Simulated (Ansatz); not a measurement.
## Geometry relaxation of Mg4Zn3S3 (part 3 of 3)

Mg4Zn3S3 (interface cell, 20 atoms in the cell); DFT r2SCAN, scalar-relativistic, plane waves, PAW, no spin polarisation (Ansatz 0.2.0); cutoff 500 eV, 7×7×2 k-mesh, Gaussian smearing of 0.1 eV. The structure derives from a Materials Project entry. It belongs to a series of runs on one base structure; here: film shifted by (0, 0) in the plane.

Geometry of the input (Å; fractional positions):
```
5.3884  0.0000  0.0000
0.0000  5.3884  0.0000
0.0000  0.0000  16.2665
S  0.2500  0.2500  0.0307
S  -0.2500  0.7500  0.0307
Zn -0.5000  0.0000  0.1136
Zn 0.0000  0.5000  0.1136
S  -0.2500  0.2500  0.1964
S  -0.7500  0.7500  0.1964
Zn -1.0000  0.0000  0.2792
Zn -0.5000  0.5000  0.2792
S  -0.7500  0.2500  0.3620
S  -1.2500  0.7500  0.3620
Zn -1.5000  0.0000  0.4448
Zn -1.0000  0.5000  0.4448
Mg -1.0000  0.5000  0.6108
Mg -1.5000  0.1617  0.6111
Mg -1.0000  -0.0007  0.7083
Mg -1.5000  -0.3391  0.7086
Mg -1.0000  -0.5014  0.8057
Mg -1.5000  -0.8398  0.8060
Mg -1.0000  -1.0021  0.9032
Mg -1.5000  -1.3405  0.9035
```

Trajectory as extended XYZ (Å, eV, eV/Å), 9 frames, from step=1 to step=9:
```
20
Lattice="5.3884 0.0000 0.0000 0.0000 5.3884 0.0000 0.0000 0.0000 16.2665" Properties=species:S:1:pos:R:3:forces:R:3 step=1 energy=-40808.19600 pressure_GPa=-1.52
S     1.3471    1.3471    0.5000   -0.1294  -0.0406  -1.0899
S    -1.3471    4.0413    0.5000    0.0138   0.3567  -1.0804
Zn   -2.6942    0.0000    1.8471   -0.1030   0.2056  -0.4946
Zn    0.0000    2.6942    1.8471    0.1304  -0.2782  -0.4949
S    -1.3471    1.3471    3.1942   -0.0341   0.0231   0.3955
S    -4.0413    4.0413    3.1942   -0.0277  -0.0204   0.3592
Zn   -5.3884    0.0000    4.5413    0.0214   0.0586  -0.4358
Zn   -2.6942    2.6942    4.5413   -0.0127  -0.0471  -0.4355
S    -4.0413    1.3471    5.8884   -0.0997  -0.0087   0.0471
S    -6.7355    4.0413    5.8884   -0.0627  -0.0047   0.2284
Zn   -8.0826    0.0000    7.2355    0.1269   0.1725   0.5758
Zn   -5.3884    2.6942    7.2355   -0.0110  -0.0857   0.3650
Mg   -5.3884    2.6942    9.9355   -0.0083   0.1178  -0.2668
Mg   -8.0826    0.8711    9.9406    0.0587  -0.2092  -0.5841
Mg   -5.3884   -0.0038   11.5208   -0.0185  -0.0338   0.1807
Mg   -8.0826   -1.8270   11.5259    0.0083   0.0172   0.0986
Mg   -5.3884   -2.7018   13.1061   -0.0076  -0.0364  -0.1817
Mg   -8.0826   -4.5250   13.1112    0.0350   0.0809  -0.1556
Mg   -5.3884   -5.3999   14.6914    0.0166   0.2848   1.7630
Mg   -8.0826   -7.2230   14.6965    0.1038  -0.5523   1.2062
20
Lattice="5.3884 0.0000 0.0000 0.0000 5.3884 0.0000 0.0000 0.0000 16.0232" Properties=species:S:1:pos:R:3:forces:R:3 step=2 energy=-40809.02087 pressure_GPa=-1.05
S     1.3617    1.3695    0.3645    0.0128   0.1508  -0.6518
S    -1.3246    4.0727    0.4438    0.1460   0.3244  -0.4896
Zn   -2.7107    0.0283    1.7554   -0.0505   0.1231  -0.1123
Zn    0.0166    2.6744    1.7544    0.0530  -0.1684  -0.1322
S    -1.3488    1.3514    3.1310   -0.0172   0.0308  -0.0317
S    -4.0424    4.0427    3.1245   -0.0116   0.0083  -0.0425
Zn   -5.3918   -0.0004    4.4509    0.0011   0.0059  -0.1206
Zn   -2.6978    2.6947    4.4529   -0.0025   0.0069  -0.1129
S    -4.0443    1.3430    5.8067   -0.0906  -0.0018  -0.1786
S    -6.7419    4.0436    5.8174   -0.0512  -0.0121  -0.0134
Zn   -8.0698    0.0173    7.1720    0.1312   0.1007   0.4440
Zn   -5.3940    2.6846    7.1542   -0.0174  -0.0742   0.2621
Mg   -5.3887    2.7096    9.7787   -0.0015   0.0916  -0.0610
Mg   -8.0736    0.8521    9.7391    0.0549  -0.1178  -0.2990
Mg   -5.3893   -0.0063   11.3849    0.0001  -0.0211   0.1998
Mg   -8.0821   -1.8292   11.3701   -0.0069  -0.0108   0.1107
Mg   -5.3925   -2.7026   12.9102   -0.0284   0.0115  -0.0918
Mg   -8.0787   -4.5312   12.9114    0.0436  -0.0155  -0.1179
Mg   -5.3919   -5.3615   14.6599   -0.0395   0.1716   0.9136
Mg   -8.1124   -7.3200   14.5916   -0.1254  -0.6037   0.5257
20
Lattice="5.3884 0.0000 0.0000 0.0000 5.3884 0.0000 0.0000 0.0000 15.8664" Properties=species:S:1:pos:R:3:forces:R:3 step=3 energy=-40809.38281 pressure_GPa=-0.59
S     1.3899    1.4249    0.2586    0.2237   0.3062  -0.0188
S    -1.2982    4.1218    0.3959   -0.0449   0.0750  -0.0437
Zn   -2.7236    0.0644    1.6942    0.0072   0.0281   0.0669
Zn    0.0254    2.6689    1.6926   -0.0193  -0.0107   0.0526
S    -1.3498    1.3631    3.0754    0.0147   0.0404  -0.2483
S    -4.0422    4.0518    3.0604    0.0058   0.0492  -0.2377
Zn   -5.4001   -0.0028    4.3850   -0.0097  -0.0330   0.0801
Zn   -2.7020    2.7022    4.3899   -0.0101   0.0456   0.0956
S    -4.0492    1.3383    5.7354   -0.0510   0.0128  -0.2178
S    -6.7484    4.0445    5.7668   -0.0313  -0.0024  -0.1401
Zn   -8.0476    0.0427    7.1465    0.1007   0.0134   0.1114
Zn   -5.4016    2.6680    7.1095   -0.0118  -0.0686   0.1289
Mg   -5.3879    2.7297    9.6944    0.0064   0.0532   0.0462
Mg   -8.0565    0.8313    9.6113    0.0449  -0.0052   0.0382
Mg   -5.3857   -0.0093   11.3319    0.0251  -0.0032   0.1325
Mg   -8.0859   -1.8431   11.2911   -0.0271  -0.0495   0.0809
Mg   -5.4058   -2.6971   12.7817   -0.0499  -0.0056  -0.0070
Mg   -8.0693   -4.5657   12.7679    0.0409  -0.0533  -0.0930
Mg   -5.4004   -5.3130   14.6540   -0.0986   0.0271  -0.0808
Mg   -8.1584   -7.4881   14.5340   -0.1157  -0.4193   0.2547
20
Lattice="5.3884 0.0000 0.0000 0.0000 5.3884 0.0000 0.0000 0.0000 15.8691" Properties=species:S:1:pos:R:3:forces:R:3 step=4 energy=-40809.50092 pressure_GPa=-0.46
S     1.3814    1.4737    0.2518    0.0914   0.0943   0.1911
S    -1.3120    4.1654    0.3527   -0.0441   0.0148   0.0452
Zn   -2.7118    0.1119    1.6830    0.0296   0.0163   0.0335
Zn    0.0098    2.7348    1.6812   -0.0132   0.0288   0.0279
S    -1.3427    1.4145    3.0518   -0.0185   0.0131  -0.2057
S    -4.0375    4.1068    3.0302   -0.0104   0.0182  -0.1911
Zn   -5.4010    0.0371    4.3711    0.0025  -0.0261   0.1092
Zn   -2.7073    2.7503    4.3717   -0.0112   0.0338   0.1225
S    -4.0474    1.3796    5.7157   -0.0092   0.0172  -0.1209
S    -6.7410    4.0768    5.7474   -0.0183   0.0195  -0.1279
Zn   -8.0185    0.0953    7.1436    0.0482   0.0330   0.0275
Zn   -5.4176    2.6809    7.1265   -0.0150  -0.0555   0.0584
Mg   -5.4585    2.7092    9.7111    0.0444   0.0323   0.0235
Mg   -7.9701    0.7382    9.6445   -0.0215  -0.0246   0.0170
Mg   -5.2754   -0.0405   11.3748   -0.0331   0.0040   0.0613
Mg   -8.2007   -1.9434   11.3499    0.0504  -0.0432   0.0564
Mg   -5.5308   -2.7304   12.7883    0.0750   0.0358   0.0060
Mg   -7.9529   -4.6651   12.7434   -0.0601  -0.0597  -0.0157
Mg   -5.3701   -5.2969   14.6416   -0.0641  -0.0236  -0.1483
Mg   -8.1929   -7.6657   14.6197   -0.0230  -0.1279   0.0305
20
Lattice="5.3884 0.0000 0.0000 0.0000 5.3884 0.0000 0.0000 0.0000 15.9217" Properties=species:S:1:pos:R:3:forces:R:3 step=5 energy=-40809.53619 pressure_GPa=-0.53
S     1.3600    1.4818    0.2844    0.0284   0.0458   0.0059
S    -1.3355    4.1805    0.3489   -0.0031   0.0049  -0.0241
Zn   -2.7092    0.1327    1.6927   -0.0149   0.0193   0.0100
Zn   -0.0136    2.7655    1.6872    0.0052   0.0147   0.0046
S    -1.3595    1.4467    3.0475   -0.0083   0.0069  -0.0142
S    -4.0561    4.1394    3.0131    0.0112  -0.0008  -0.0369
Zn   -5.4070    0.0620    4.3815   -0.0090   0.0108  -0.0088
Zn   -2.7288    2.7993    4.3828   -0.0029  -0.0090  -0.0091
S    -4.0615    1.4181    5.7090    0.0092   0.0009   0.0154
S    -6.7523    4.1108    5.7464    0.0028   0.0100   0.0019
Zn   -7.9808    0.1847    7.1495   -0.0275  -0.0073  -0.0465
Zn   -5.4694    2.6708    7.1513    0.0060   0.0064  -0.0085
Mg   -5.3892    2.6754    9.7399   -0.0047  -0.0078   0.0225
Mg   -7.9736    0.6721    9.6852    0.0148   0.0187   0.0267
Mg   -5.2970   -0.0904   11.4429    0.0064  -0.0003  -0.0016
Mg   -8.1323   -1.9917   11.4255    0.0052  -0.0234  -0.0046
Mg   -5.4663   -2.7758   12.8284    0.0228   0.0011   0.0267
Mg   -7.9810   -4.7088   12.7817   -0.0161  -0.0271   0.0220
Mg   -5.3728   -5.3036   14.6855   -0.0192  -0.0098  -0.0338
Mg   -8.1713   -7.7368   14.6855   -0.0067  -0.0545   0.0528
20
Lattice="5.3884 0.0000 0.0000 0.0000 5.3884 0.0000 0.0000 0.0000 15.9207" Properties=species:S:1:pos:R:3:forces:R:3 step=6 energy=-40809.54264 pressure_GPa=-0.50
S     1.3443    1.4977    0.2861   -0.0013  -0.0001   0.0181
S    -1.3483    4.1988    0.3425    0.0027  -0.0003   0.0090
Zn   -2.7200    0.1555    1.6903    0.0008   0.0108  -0.0083
Zn   -0.0226    2.7951    1.6849    0.0006   0.0024  -0.0074
S    -1.3676    1.4704    3.0391   -0.0073   0.0027  -0.0034
S    -4.0628    4.1629    3.0075    0.0013   0.0004   0.0011
Zn   -5.4170    0.0892    4.3752    0.0026   0.0027  -0.0023
Zn   -2.7347    2.8203    4.3762    0.0013   0.0010   0.0025
S    -4.0717    1.4462    5.7044   -0.0025   0.0057  -0.0016
S    -6.7600    4.1365    5.7404   -0.0066   0.0043  -0.0018
Zn   -8.0136    0.1986    7.1382   -0.0038   0.0041   0.0113
Zn   -5.4746    2.7080    7.1538   -0.0048   0.0026  -0.0017
Mg   -5.3728    2.6347    9.7443    0.0036  -0.0022  -0.0017
Mg   -7.9526    0.6346    9.6948    0.0011  -0.0060  -0.0142
Mg   -5.2820   -0.1260   11.4434    0.0025  -0.0020   0.0018
Mg   -8.1097   -2.0372   11.4326    0.0001  -0.0042  -0.0029
Mg   -5.4397   -2.8100   12.8389    0.0033   0.0096  -0.0022
Mg   -7.9744   -4.7530   12.7950   -0.0006  -0.0197   0.0039
Mg   -5.3632   -5.3169   14.6778    0.0000  -0.0082  -0.0048
Mg   -8.1540   -7.7728   14.6949    0.0069  -0.0035   0.0042
20
Lattice="5.3884 0.0000 0.0000 0.0000 5.3884 0.0000 0.0000 0.0000 15.9349" Properties=species:S:1:pos:R:3:forces:R:3 step=7 energy=-40809.54408 pressure_GPa=-0.52
S     1.3332    1.5063    0.2921   -0.0023  -0.0011  -0.0086
S    -1.3549    4.2099    0.3456   -0.0054  -0.0010  -0.0061
Zn   -2.7259    0.1717    1.6926    0.0046   0.0027  -0.0141
Zn   -0.0276    2.8138    1.6889    0.0015  -0.0046  -0.0090
S    -1.3771    1.4907    3.0396   -0.0006  -0.0011   0.0097
S    -4.0703    4.1833    3.0103   -0.0052  -0.0034   0.0146
Zn   -5.4265    0.1121    4.3769    0.0062  -0.0021  -0.0059
Zn   -2.7424    2.8406    4.3788    0.0016   0.0037  -0.0018
S    -4.0855    1.4734    5.7066    0.0030  -0.0008   0.0030
S    -6.7736    4.1637    5.7419    0.0046  -0.0095   0.0057
Zn   -8.0373    0.2212    7.1389   -0.0042   0.0100   0.0213
Zn   -5.4906    2.7373    7.1587   -0.0102   0.0089   0.0023
Mg   -5.3557    2.6028    9.7482    0.0025  -0.0021  -0.0111
Mg   -7.9359    0.5952    9.7065   -0.0036  -0.0069  -0.0142
Mg   -5.2668   -0.1559   11.4537    0.0011   0.0048  -0.0032
Mg   -8.0924   -2.0755   11.4426   -0.0008  -0.0030   0.0018
Mg   -5.4209   -2.8352   12.8484   -0.0022  -0.0018   0.0005
Mg   -7.9619   -4.7935   12.8120    0.0045  -0.0004   0.0046
Mg   -5.3495   -5.3331   14.6909    0.0018   0.0037   0.0142
Mg   -8.1355   -7.7962   14.7130    0.0032   0.0039  -0.0037
20
Lattice="5.3884 0.0000 0.0000 0.0000 5.3884 0.0000 0.0000 0.0000 15.9294" Properties=species:S:1:pos:R:3:forces:R:3 step=8 energy=-40809.54445 pressure_GPa=-0.51
S     1.3333    1.5113    0.2896   -0.0139  -0.0129   0.0012
S    -1.3586    4.2106    0.3434    0.0037   0.0056   0.0017
Zn   -2.7268    0.1761    1.6896    0.0034  -0.0011  -0.0016
Zn   -0.0285    2.8176    1.6867    0.0000  -0.0034   0.0008
S    -1.3794    1.4959    3.0388    0.0023  -0.0016   0.0003
S    -4.0725    4.1883    3.0095   -0.0045   0.0028   0.0034
Zn   -5.4275    0.1188    4.3757    0.0057  -0.0021  -0.0024
Zn   -2.7435    2.8473    4.3780    0.0002   0.0016  -0.0015
S    -4.0891    1.4828    5.7062    0.0034  -0.0038  -0.0025
S    -6.7783    4.1737    5.7413    0.0054  -0.0078   0.0009
Zn   -8.0450    0.2303    7.1398   -0.0042   0.0079   0.0069
Zn   -5.4972    2.7488    7.1558   -0.0072   0.0068   0.0004
Mg   -5.3491    2.5916    9.7416   -0.0031  -0.0017  -0.0056
Mg   -7.9348    0.5801    9.7067    0.0020  -0.0031  -0.0033
Mg   -5.2611   -0.1630   11.4480    0.0002  -0.0017   0.0001
Mg   -8.0885   -2.0902   11.4391   -0.0012   0.0019   0.0018
Mg   -5.4173   -2.8428   12.8439   -0.0033  -0.0015  -0.0029
Mg   -7.9555   -4.8075   12.8124    0.0020  -0.0005  -0.0017
Mg   -5.3459   -5.3363   14.6879    0.0037   0.0036   0.0105
Mg   -8.1318   -7.8008   14.7032    0.0052   0.0110  -0.0067
20
Lattice="5.3884 0.0000 0.0000 0.0000 5.3884 0.0000 0.0000 0.0000 15.9294" Properties=species:S:1:pos:R:3:forces:R:3 step=9 energy=-40809.54273 pressure_GPa=-0.52
S     1.3333    1.5113    0.2896   -0.0139  -0.0129   0.0012
S    -1.3586    4.2106    0.3434    0.0037   0.0056   0.0017
Zn   -2.7268    0.1761    1.6896    0.0034  -0.0011  -0.0015
Zn   -0.0285    2.8176    1.6867    0.0000  -0.0034   0.0008
S    -1.3794    1.4959    3.0388    0.0023  -0.0016   0.0003
S    -4.0725    4.1883    3.0095   -0.0045   0.0028   0.0034
Zn   -5.4275    0.1188    4.3757    0.0057  -0.0021  -0.0024
Zn   -2.7435    2.8473    4.3780    0.0002   0.0016  -0.0015
S    -4.0891    1.4828    5.7062    0.0034  -0.0038  -0.0025
S    -6.7783    4.1737    5.7413    0.0054  -0.0078   0.0008
Zn   -8.0450    0.2303    7.1398   -0.0042   0.0079   0.0069
Zn   -5.4972    2.7488    7.1558   -0.0072   0.0068   0.0004
Mg   -5.3491    2.5916    9.7416   -0.0031  -0.0017  -0.0056
Mg   -7.9348    0.5801    9.7067    0.0020  -0.0031  -0.0033
Mg   -5.2611   -0.1630   11.4480    0.0002  -0.0018   0.0001
Mg   -8.0885   -2.0902   11.4391   -0.0012   0.0019   0.0018
Mg   -5.4173   -2.8428   12.8439   -0.0033  -0.0015  -0.0028
Mg   -7.9555   -4.8075   12.8124    0.0020  -0.0005  -0.0016
Mg   -5.3459   -5.3363   14.6879    0.0037   0.0036   0.0106
Mg   -8.1318   -7.8008   14.7032    0.0052   0.0111  -0.0067
```

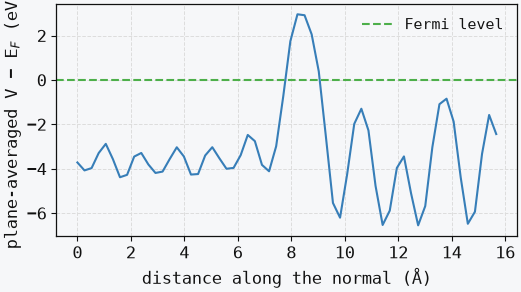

Fig. 1: Plane average of the electrostatic potential energy of an electron across the cell, from the Fermi level.
